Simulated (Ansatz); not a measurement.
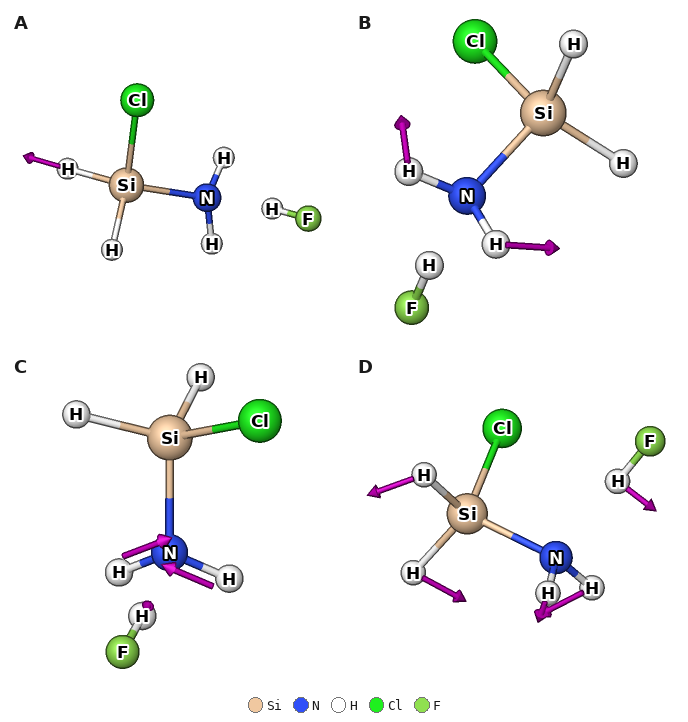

4 normal modes of one molecule or complex, as arrows. Harmonic vibrations computed with RKS PBE0-D4/def2-TZVP (Ansatz 0.2.0) at a stationary point of the same level.

**Match the panels to the wavenumbers 571 cm⁻¹, 1580 cm⁻¹, 2242 cm⁻¹, 3543 cm⁻¹.**

A: 2242 cm⁻¹, Si–H stretching
B: 1580 cm⁻¹, H–N–H bending
C: 3543 cm⁻¹, in-phase stretching of 2 N–H bonds
D: 571 cm⁻¹, angle bending
